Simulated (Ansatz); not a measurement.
Input

```
crystal:
  periodic: [false, false, false]
  atoms:
    - {symbol: Al, position_ang: [1.953010, 0.116475, 0.054061]}
    - {symbol: Al, position_ang: [-1.198734, 1.507565, 0.719248]}
    - {symbol: Al, position_ang: [-0.956262, -1.717371, -0.642055]}
    - {symbol: F, position_ang: [0.596435, 1.230338, 0.550966]}
    - {symbol: F, position_ang: [-1.576501, -0.140723, 0.034566]}
    - {symbol: F, position_ang: [0.777790, -1.181615, -0.457724]}
    - {symbol: H, position_ang: [2.603671, 0.711407, -1.251988]}
    - {symbol: H, position_ang: [2.667624, -0.379576, 1.367962]}
    - {symbol: H, position_ang: [-1.618823, 2.578387, -0.357695]}
    - {symbol: H, position_ang: [-1.543462, 1.474282, 2.256526]}
    - {symbol: H, position_ang: [-1.287177, -1.737128, -2.182586]}
    - {symbol: H, position_ang: [-1.226024, -2.836473, 0.433989]}
basis:
  gaussian:
    orbitals: def2-SVPD
hamiltonian:
  xc: pbe0
output:
  forces: true
  orbitals: {seedname: orbitals}
```

Command:

```sh
ansatz run input.yaml --threads 2 --pin off --max-ram 4350MiB --events-out events.jsonl --progress --plain --runs-dir runs
```

Geometry: r2SCAN-D4/def2-SVP.

Level of theory: Ansatz 0.2.0, isolated molecule in a Gaussian basis; Kohn-Sham density functional theory, functional PBE0.

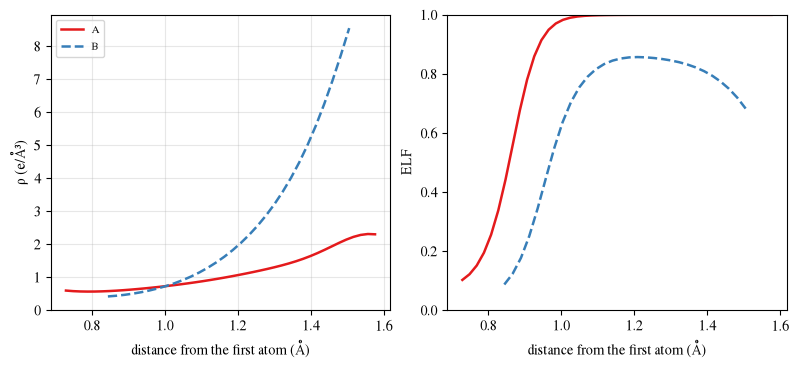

Al₃F₃H₆. Total electron density and ELF along straight lines between neighbouring atoms. The curves leave out the atomic cores.

Q: Which curve belongs to which contact (Al–F and Al–H)? The first atom named is at distance zero.

A: Curve A: Al–H (1.58 Å): ρ at the midpoint is about 0.56 e/Å³; the ELF climbs to about 1 towards the hydrogen. Curve B: Al–F (1.82 Å): ρ is about 0.5 e/Å³ halfway; the ELF peaks at about 0.85 in the valence shell of F, 0.6 Å from its nucleus, and is about 0.25 at the midpoint.
